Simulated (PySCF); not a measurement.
**Tl(CCH): how settings move a single point**

Which settings matter for Tl(CCH)? Each run alters one on purpose. It is a constructed species; whether it can be made isn't addressed.

Computed with PySCF 2.14.0. Level: r2SCAN, Tl def2-SVP with ECP60, C def2-SVP, H def2-SVP; scalar-relativistic core potentials, no spin–orbit coupling.

5 further runs of the same task are left out: 2 for a known fault of the program, 2 that didn't finish, 1 set aside as unsound or not needed.

### Step 1. The system as given

4 atoms, charge 0, spin multiplicity 1.

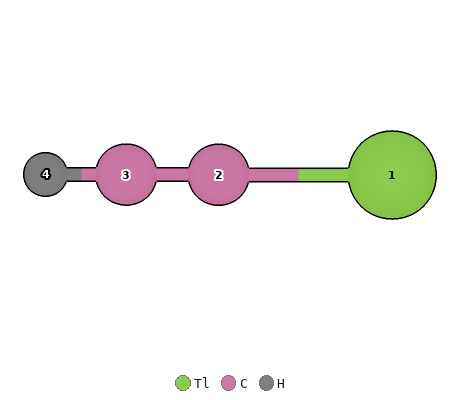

The structure; thallium green, carbon pink, hydrogen grey; atoms are numbered from 1 in the order of the file.

Geometry (Å):

```
Tl    0.0000    0.0000   -0.2086
C     0.0000    0.0000    2.1074
C     0.0000    0.0000    3.3400
H     0.0000    0.0000    4.4173
```

Formal oxidation states: Tl +1. An earlier session relaxed this geometry at r2SCAN, Tl def2-SVP with ECP60, C def2-SVP, H def2-SVP (singlet, point group C∞v).

The sound run used a (50, 194) grid (finer on f atoms), a threshold of 1e-8 and at most 55 cycles, and ended at -249.226795 Eh.

### Step 2. Altered run 1

Contents of run.py (the lines that set the calculation):

```python
mol = gto.M(atom='''
Tl     0.00000     0.00000    -0.20856
C      0.00000     0.00000     2.10741
C      0.00000     0.00000     3.33997
H      0.00000     0.00000     4.41725''',
    basis={'Tl': 'def2-SVP', 'C': 'def2-SVP', 'H': 'def2-SVP'},
    ecp={'Tl': 'def2-SVP'},
    charge=0, spin=0)
mf = dft.RKS(mol, xc='R2SCAN')
mf.grids.atom_grid = (50, 194)
mf = mf.density_fit()  # fitting sets: Tl def2-universal-JKFIT, C def2-universal-JKFIT, H def2-universal-JKFIT
mf.conv_tol = 0.001; mf.max_cycle = 55
mf.kernel(dm0)  # dm0: free metal ions and neutral atoms
```

On the command line:

```
> OMP_NUM_THREADS=2 python run.py
```

The program printed:

```text
init E= -252.386301992877
  HOMO = -0.141709234022686  LUMO = -0.0398263097777197  gap/eV = 2.77238
cycle= 1 E= -245.384232612455  delta_E=    7  |g|= 2.42  |ddm|= 3.34
cycle= 2 E= -185.607413833832  delta_E= 59.8  |g|= 8.12  |ddm|=   19
  HOMO = -0.539471204455169  LUMO = -0.536823702736187  gap/eV = 0.07204
cycle= 3 E= -245.763231655141  delta_E= -60.2  |g|= 2.53  |ddm|=   18
  HOMO = -0.165899070630044  LUMO = -0.0753388880698411  gap/eV = 2.46427
cycle= 4 E= -249.07213306652  delta_E= -3.31  |g|= 0.622  |ddm|= 3.77
  HOMO = -0.278533241816049  LUMO = -0.0818943542779486  gap/eV = 5.35082
cycle= 5 E= -248.922901891068  delta_E= 0.149  |g|= 1.05  |ddm|= 1.74
  HOMO = -0.225002044785089  LUMO = -0.0657660155458683  gap/eV = 4.33303
cycle= 6 E= -249.200540735832  delta_E= -0.278  |g|= 0.276  |ddm|= 1.06
  HOMO = -0.226444629519342  LUMO = -0.0714448587300476  gap/eV = 4.21776
cycle= 7 E= -249.224207497487  delta_E= -0.0237  |g|= 0.0691  |ddm|= 0.31
  HOMO = -0.228752059053558  LUMO = -0.076733059927939  gap/eV = 4.13665
cycle= 8 E= -249.226770897843  delta_E= -0.00256  |g|= 0.00824  |ddm|= 0.171
  HOMO = -0.228105011210923  LUMO = -0.0774876623037597  gap/eV = 4.09851
cycle= 9 E= -249.226794834517  delta_E= -2.39e-05  |g|= 0.00131  |ddm|= 0.0178
  HOMO = -0.2277202414121  LUMO = -0.077377886293974  gap/eV = 4.09102
Extra cycle  E= -249.226794737602  delta_E= 9.69e-08  |g|= 0.00132  |ddm|= 0.00571
converged SCF energy = -249.226794737602
```

It took 1.4 s on 2 threads of Arm Neoverse V1, shared host.

Changed: the SCF threshold (0.001). It converges in 9 cycles, at the sound run's energy within 0.001 eV, with a largest force component of 0.01 eV/Å. The result survives the change.

### Step 3. Altered run 2

run.py (the lines that set the calculation): that of step 2 with these lines changed.

```diff
@@ -11,3 +11,3 @@
 mf = mf.density_fit()  # fitting sets: Tl def2-universal-JKFIT, C def2-universal-JKFIT, H def2-universal-JKFIT
-mf.conv_tol = 0.001; mf.max_cycle = 55
-mf.kernel(dm0)  # dm0: free metal ions and neutral atoms
+mf.conv_tol = 1e-08; mf.max_cycle = 55
+mf.kernel(dm0)  # dm0: smeared density
```

On the command line:

```
> OMP_NUM_THREADS=2 python run.py
```

The program printed:

```text
init E= -249.178644829336
  HOMO = -0.237255201563762  LUMO = -0.0793972340251325  gap/eV = 4.29553
cycle= 1 E= -249.223814590181  delta_E= -0.0452  |g|= 0.0826  |ddm|= 0.202
  HOMO = -0.201394439495472  LUMO = -0.0796803200240686  gap/eV = 3.31201
cycle= 2 E= -249.217971133518  delta_E= 0.00584  |g|= 0.15  |ddm|= 0.343
  HOMO = -0.227665008913783  LUMO = -0.0778447169235753  gap/eV = 4.07682
cycle= 3 E= -249.226792987506  delta_E= -0.00882  |g|= 0.00238  |ddm|=  0.2
  HOMO = -0.228041784479168  LUMO = -0.0774267570995128  gap/eV = 4.09844
cycle= 4 E= -249.226795170937  delta_E= -2.18e-06  |g|= 0.000947  |ddm|= 0.00587
  HOMO = -0.228028315076579  LUMO = -0.0774137426578484  gap/eV = 4.09843
cycle= 5 E= -249.22679488586  delta_E= 2.85e-07  |g|= 0.00135  |ddm|= 0.00192
  HOMO = -0.227994949609648  LUMO = -0.0774388126007891  gap/eV = 4.09684
cycle= 6 E= -249.22679541884  delta_E= -5.33e-07  |g|= 5.68e-05  |ddm|= 0.00127
  HOMO = -0.227998985704884  LUMO = -0.0774345585536252  gap/eV = 4.09707
cycle= 7 E= -249.226795419936  delta_E= -1.1e-09  |g|= 1.19e-05  |ddm|= 0.000145
  HOMO = -0.227998507878313  LUMO = -0.0774372112571819  gap/eV = 4.09698
Extra cycle  E= -249.226795419931  delta_E= 5.06e-12  |g|= 1.25e-05  |ddm|= 6.3e-05
converged SCF energy = -249.226795419931
```

It took 1.3 s on 2 threads of Arm Neoverse V1, shared host.

Changed: the starting guess (smeared density). It converges in 7 cycles, at the sound run's energy within 0.001 eV, with a largest force component of 0.00 eV/Å. The result survives the change.

### Step 4. Altered run 3

Contents of run.py (the lines that set the calculation):

```python
mol = gto.M(atom='''
Tl     0.00000     0.00000    -0.19605
C      0.00000     0.00000     1.98097
C      0.00000     0.00000     3.13957
H      0.00000     0.00000     4.15221''',
    basis={'Tl': 'def2-SVP', 'C': 'def2-SVP', 'H': 'def2-SVP'},
    ecp={'Tl': 'def2-SVP'},
    charge=0, spin=0)
mf = dft.RKS(mol, xc='R2SCAN')
mf.grids.atom_grid = (50, 194)
mf = mf.density_fit()  # fitting sets: Tl def2-universal-JKFIT, C def2-universal-JKFIT, H def2-universal-JKFIT
mf.conv_tol = 1e-08; mf.max_cycle = 55
mf.kernel(dm0)  # dm0: free metal ions and neutral atoms
```

On the command line:

```
> OMP_NUM_THREADS=2 python run.py
```

The program printed:

```text
init E= -252.587279921081
  HOMO = -0.142217094233489  LUMO = -0.0587960445835838  gap/eV = 2.27000
cycle= 1 E= -246.114051394779  delta_E= 6.47  |g|= 2.43  |ddm|= 3.38
cycle= 2 E= -190.15547396457  delta_E=   56  |g|= 9.23  |ddm|= 33.8
  HOMO = -0.502743871397614  LUMO = -0.500566759565782  gap/eV = 0.05924
cycle= 3 E= -245.754191732451  delta_E= -55.6  |g|= 2.65  |ddm|= 33.1
  HOMO = -0.165391635036025  LUMO = -0.0527608142074199  gap/eV = 3.06484
cycle= 4 E= -249.135384227464  delta_E= -3.38  |g|= 0.424  |ddm|= 3.86
  HOMO = -0.251248870754077  LUMO = -0.0820190297783397  gap/eV = 4.60498
cycle= 5 E= -249.091786818278  delta_E= 0.0436  |g|= 0.659  |ddm|= 1.19
  HOMO = -0.213060613039165  LUMO = -0.0686903408221404  gap/eV = 3.92852
cycle= 6 E= -249.201884819234  delta_E= -0.11  |g|= 0.15  |ddm|= 0.73
  HOMO = -0.215090044597959  LUMO = -0.0714786981448298  gap/eV = 3.90786
cycle= 7 E= -249.208836047491  delta_E= -0.00695  |g|= 0.0191  |ddm|= 0.161
  HOMO = -0.217320063444703  LUMO = -0.0735058777977267  gap/eV = 3.91338
cycle= 8 E= -249.209032724549  delta_E= -0.000197  |g|= 0.0024  |ddm|= 0.0568
  HOMO = -0.217074845621031  LUMO = -0.0734745373501199  gap/eV = 3.90756
cycle= 9 E= -249.209034568879  delta_E= -1.84e-06  |g|= 0.000428  |ddm|= 0.00726
  HOMO = -0.217030544300718  LUMO = -0.073454704702395  gap/eV = 3.90690
cycle= 10 E= -249.209034631143  delta_E= -6.23e-08  |g|= 6.49e-05  |ddm|= 0.0015
  HOMO = -0.217041545419443  LUMO = -0.073463959859051  gap/eV = 3.90695
cycle= 11 E= -249.209034632349  delta_E= -1.21e-09  |g|= 1.89e-05  |ddm|= 0.000175
  HOMO = -0.217041198028543  LUMO = -0.0734635341673038  gap/eV = 3.90695
Extra cycle  E= -249.209034632084  delta_E= 2.65e-10  |g|= 3.57e-05  |ddm|= 6.49e-05
converged SCF energy = -249.209034632084
```

It took 1.6 s on 2 threads of Arm Neoverse V1, shared host.

Changed: the scale of all coordinates (0.94). It converges in 11 cycles, +0.483 eV from the sound run, with a largest force component of 7.07 eV/Å. The setting is unsound, so these numbers aren't the compound's.

### Step 5. Side by side

| run | changed | ending | energy change (eV) | cycles | time | usable |
| --- | --- | --- | --- | --- | --- | --- |
| 1 | the SCF threshold | converged | 0.000 | 9 | 1.4 s | yes |
| 2 | the starting guess | converged | 0.000 | 7 | 1.3 s | yes |
| 3 | the scale of all coordinates | converged | +0.483 | 11 | 1.6 s | no |

2 of 3 altered runs give a usable result. 1 ended normally with numbers unfit to quote.
